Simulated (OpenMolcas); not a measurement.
# One shape, several levels: C2H5NSi (SMILES C[SiH2]C#N)

Wanted: a comparison of 6 runs (HF/3-21G, BLYP/cc-pVDZ, M06-2X/cc-pVDZ, M06-L/cc-pVDZ, PBE/cc-pVDZ, MP2/cc-pVDZ) of C2H5NSi. 

Program for the calculation: OpenMolcas 26.06.

1 further run of the same task is left out (set aside as unsound or not needed).

**1. The molecule**

The species is C2H5NSi (9 atoms), meant as a singlet with charge 0. SMILES: `C[SiH2]C#N`. The coordinates come from a PBE0-D4/def2-TZVP relaxation.

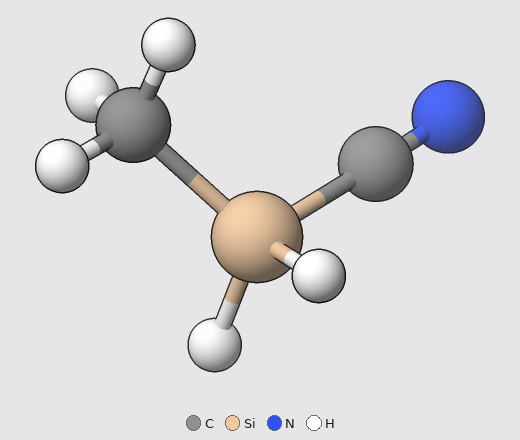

Viewed from a chosen angle; carbon grey, silicon light orange, nitrogen blue, hydrogen white.

**2. Energy and forces at HF/3-21G (run 1)**

Contents of mol.inp:

```
&GATEWAY
  BasLib=$CurrDir
  Coord
  9
  angstrom
  C       -0.672000       0.931100      -0.497500
  Si      -0.146800      -0.554600       0.488300
  C        1.638300      -0.910100       0.129800
  N        2.747300      -1.112400      -0.107600
  H       -0.554100       0.746100      -1.566800
  H       -0.072800       1.803400      -0.229800
  H       -1.721900       1.160400      -0.300900
  H       -0.893300      -1.779400       0.117000
  H       -0.236400      -0.330800       1.950300
  Basis=3-21G
  Group=NoSym

&SEWARD

&SCF
  Thresholds=1e-10 1e-07 1e-07 1e-05
  PrOrbitals=1 2

&ALASKA
```

The basis set 3-21G is read from a file made from the Basis Set Exchange's data (not shown).

Launch:

```bash
$ export MOLCAS_MEM=1860
$ pymolcas mol.inp > mol.log
```

The program printed:

```text
--- Start Module: gateway ---
[...]
--- Stop Module: gateway /rc=_RC_ALL_IS_WELL_ ---
[...]
      Basis functions           50
[...]
--- Start Module: scf ---
[...]
       Convergence after  15 Iterations
[...]
::    Total SCF energy                               -419.7658808445
[...]
      Total spin, S                                     0.0000000000
[...]
      Total electronic charge=   38.000000
      Total            charge=   -0.000000
[...]
      Dipole Moment (debye):
      Origin of the operator (angstrom)=    0.5978   -0.4116    0.1086
                   X= -3.5669E+00               Y=  1.3108E+00               Z=  2.4146E-01           Total=  3.8078E+00
      Quadrupole Moment (debye*angstrom):
[...]
 *              Molecular gradients               *
 **************************************************
  Irreducible representation: a
 ------------------------------------------------------------------------------------------
                              X                       Y                       Z
 ------------------------------------------------------------------------------------------
  C1                7.28864633058501E-03   -1.60506120843822E-02    1.00469394258162E-02
  SI2               2.15394640285105E-03    1.38217496649742E-02   -1.17450683978970E-02
  C3               -3.47606502638200E-02    5.97098952427255E-03    7.74789161303069E-03
  N4                2.42430811649825E-02   -3.86924880408746E-03   -5.62940839934711E-03
  H5                9.78236260144705E-04   -2.12746837752936E-03   -4.51628349152600E-03
  H6                3.39393590700565E-03    3.16269176205264E-03    2.14815762442089E-03
  H7               -4.78520860262455E-03   -5.34720099155117E-04    2.14639503465630E-03
  H8                6.94885411430146E-04   -2.91661294531842E-04   -2.48208530120642E-04
[...]
```

Run time: 3.3 s. Hardware: 1 thread of AMD EPYC 7R43 (Zen 3), shared host; peak memory 0.38 GiB.

**3. Energy and gradient at BLYP/cc-pVDZ (run 2)**

Contents of run.inp:

```
>>> EXPORT MOLCAS_PRINT=2

&GATEWAY
 BasLib = $CurrDir
 Coord
 9
 angstrom
 C       -0.672000       0.931100      -0.497500
 Si      -0.146800      -0.554600       0.488300
 C        1.638300      -0.910100       0.129800
 N        2.747300      -1.112400      -0.107600
 H       -0.554100       0.746100      -1.566800
 H       -0.072800       1.803400      -0.229800
 H       -1.721900       1.160400      -0.300900
 H       -0.893300      -1.779400       0.117000
 H       -0.236400      -0.330800       1.950300
 Basis = cc-pVDZ
 Group = NoSym

&SEWARD
 GridInput
 Grid=UltraFine
 End of Grid

&SCF
 KSDFT = BLYP
 Thresholds = 1e-10 1e-07 1e-07 1e-05
 PrOrbitals = 1 1

&ALASKA
```

The basis set cc-pVDZ is read from a file made from the Basis Set Exchange's data (not shown).

Launch:

```bash
$ export MOLCAS_MEM=1860
$ pymolcas run.inp > run.log
```

The program printed:

```text
--- Start Module: gateway ---
[...]
--- Stop Module: gateway /rc=_RC_ALL_IS_WELL_ ---
[...]
      Basis functions           85
[...]
--- Start Module: scf ---
[...]
       Convergence after  16 Iterations
[...]
::    Total KS-DFT energy                            -423.3976689032
[...]
      Total spin, S                                     0.0000000000
[...]
      Total electronic charge=   38.000000
      Total            charge=   -0.000000
[...]
      Dipole Moment (debye):
      Origin of the operator (angstrom)=    0.5978   -0.4116    0.1086
                   X= -3.3920E+00               Y=  1.4006E+00               Z=  1.0797E-01           Total=  3.6713E+00
      Quadrupole Moment (debye*angstrom):
[...]
 *              Molecular gradients               *
 **************************************************
  Irreducible representation: a
 ------------------------------------------------------------------------------------------
                              X                       Y                       Z
 ------------------------------------------------------------------------------------------
  C1                1.14396570181263E-03   -1.22878563808992E-03    5.36084551332472E-04
  SI2               9.61911790733794E-04    4.27106888335382E-03   -3.76689352630244E-03
  C3                4.37641309543384E-02   -7.55135272510699E-03   -9.69761897833532E-03
  N4               -5.45919392233927E-02    9.96076030113624E-03    1.16825196056318E-02
  H5               -1.06402179231643E-03    1.64772524646245E-03    1.07039290871036E-02
  H6               -5.81450911909132E-03   -8.80757737464322E-03   -2.54164885360375E-03
  H7                1.05075814231022E-02   -2.60525772868658E-03   -1.72021515092913E-03
  H8                4.03508188058810E-03    5.44028529900986E-03    1.54203680372211E-03
[...]
```

It took 56 s on 1 thread of AMD EPYC 7R43 (Zen 3), shared host; peak memory 0.47 GiB.

Runs 3 to 5 aren't shown in full; the table further down has their settings and results.

**4. The energy at MP2/cc-pVDZ (run 6)**

Contents of test.input:

```
&GATEWAY
 BasLib=$CurrDir
 Coord
 9
 angstrom
 C       -0.672000       0.931100      -0.497500
 Si      -0.146800      -0.554600       0.488300
 C        1.638300      -0.910100       0.129800
 N        2.747300      -1.112400      -0.107600
 H       -0.554100       0.746100      -1.566800
 H       -0.072800       1.803400      -0.229800
 H       -1.721900       1.160400      -0.300900
 H       -0.893300      -1.779400       0.117000
 H       -0.236400      -0.330800       1.950300
 Basis=cc-pVDZ
 Group=NoSym

&SEWARD

&SCF
 Thresholds=1e-10 1e-07 1e-07 1e-05
 PrOrbitals=0

&MBPT2
 Frozen=8
```

The basis set cc-pVDZ is read from a file made from the Basis Set Exchange's data (not shown).

Launch:

```bash
$ export MOLCAS_MEM=1860
$ pymolcas test.input > test.log
```

The program printed:

```text
--- Start Module: gateway ---
[...]
--- Stop Module: gateway /rc=_RC_ALL_IS_WELL_ ---
[...]
      Basis functions           85
[...]
--- Start Module: scf ---
[...]
       Convergence after  15 Iterations
[...]
::    Total SCF energy                               -422.0467793237
[...]
      Total spin, S                                     0.0000000000
[...]
      Total electronic charge=   38.000000
      Total            charge=   -0.000000
[...]
      Dipole Moment (debye):
      Origin of the operator (angstrom)=    0.5978   -0.4116    0.1086
                   X= -3.7398E+00               Y=  1.3980E+00               Z=  2.3451E-01           Total=  3.9994E+00
      Quadrupole Moment (debye*angstrom):
[...]
--- Stop Module: scf /rc=_RC_ALL_IS_WELL_ ---
[...]
--- Start Module: mbpt2 ---
[...]
WARNING!
Default frozen orbitals as non valence orbitals is overwritten by user input.
Default values:   5
[...]
       Reference weight ( Cref**2 )         =        0.83148
::    Total MBPT2 energy                             -422.5689842029
[...]
      Total MBPT2 calculations                           0.45      0.54
--- Stop Module: mbpt2 /rc=_RC_ALL_IS_WELL_ ---
[...]
```

Run time: 16 s. Hardware: 1 thread of AMD EPYC 7R43 (Zen 3), shared host; peak memory 0.46 GiB.

**5. All runs side by side**

| run | level | integration grid | task | energy (Eh) | dipole moment (D) of the reference | HOMO energy (eV) | LUMO energy (eV) | wall time |
| --- | --- | --- | --- | --- | --- | --- | --- | --- |
| 1 | HF/3-21G | – | gradient | -419.765881 | 3.81 | -12.46 | 3.77 | 3.3 s |
| 2 | BLYP/cc-pVDZ | UltraFine | gradient | -423.397669 | 3.67 | -7.80 | -0.90 | 56 s |
| 3 | M06-2X/cc-pVDZ | UltraFine | gradient | -423.382652 | 3.82 | -10.59 | 0.82 | 43 s |
| 4 | M06-L/cc-pVDZ | UltraFine | gradient | -423.448896 | 3.87 | -8.30 | -0.77 | 62 s |
| 5 | PBE/cc-pVDZ | UltraFine | gradient | -423.132697 | 3.71 | -7.99 | -1.07 | 56 s |
| 6 | MP2/cc-pVDZ | – | energy | -422.568984 | 4.00 | -12.48 | 3.38 | 16 s |

**6. Outcome**

| quantity | value |
| --- | --- |
| run 6: total energy | -422.56898 Eh |
| run 6: dipole moment (mean-field density) | 4.00 D |
| run 6: HOMO energy (Hartree–Fock orbitals) | -12.48 eV |
| run 6: LUMO energy (Hartree–Fock orbitals) | 3.38 eV |
| run 6: HOMO–LUMO gap (Hartree–Fock orbitals) | 15.85 eV |
| run 6: correlation energy (8 core orbitals frozen) | -522.2 mEh |

What this shows: Over runs 1, 2, 3, 4, 5 the dipole moment (its size) runs from 3.67 D (BLYP/cc-pVDZ) to 3.87 D (M06-L/cc-pVDZ). Over runs 1, 2, 3, 4, 5 the HOMO–LUMO gap runs from 6.90 eV (BLYP/cc-pVDZ) to 16.23 eV (HF/3-21G). The two ends differ in method and basis. Totals of different functionals can't be ranked against each other. All runs together took 3.9 min, the longest 62 s.
